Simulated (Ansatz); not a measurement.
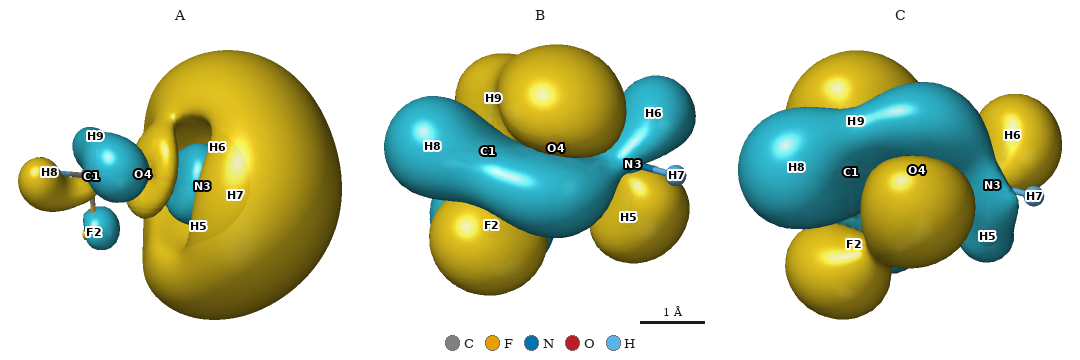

CH$_{5}$FNO (SMILES [NH3+]OCF) (charge +1). Three frontier orbitals at ±0.06 Å⁻³ᐟ² (yellow and cyan are the two phases), in no order.

Geometry: PBE0-D3(BJ)/def2-SVP.

Computed with isolated molecule in a Gaussian basis; Kohn-Sham density functional theory, functional PBE0 in Ansatz.

```yaml
atoms:
  - { symbol: C, position_ang: [-1.3153, 0.6751, -1.0381] }
  - { symbol: F, position_ang: [-1.3786, 1.9708, -1.3902] }
  - { symbol: N, position_ang: [-3.2927, 1.0280, 0.1043] }
  - { symbol: O, position_ang: [-2.0103, 0.5208, 0.1906] }
  - { symbol: H, position_ang: [-3.2798, 1.9785, -0.3134] }
  - { symbol: H, position_ang: [-3.9241, 0.4145, -0.4433] }
  - { symbol: H, position_ang: [-3.6458, 1.0908, 1.0718] }
  - { symbol: H, position_ang: [-0.2911, 0.3596, -0.7951] }
  - { symbol: H, position_ang: [-1.7702, 0.0555, -1.8314] }
```

Which picture is the HOMO−1, the HOMO and the LUMO?

Answer. B is the HOMO−1 (−16.25 eV). It lies mainly on O4 (about 40 %), F2 (about 35 %) and C1 (about 10 %); largely a combination of lone pairs on O4 and F2. C is the HOMO (−15.20 eV). By Hirshfeld shares it lies mainly on O4 (about 35 %), F2 (about 20 %), C1 (about 20 %), H9 (about 15 %) and H8 (about 5 %). A is the LUMO (−5.58 eV). It lies mainly on H6 (about 25 %), N3 (about 20 %), H7 (about 20 %), H5 (about 20 %) and O4 (about 5 %).

What is the HOMO–LUMO gap?

Answer. 9.62 eV between the orbital energies.
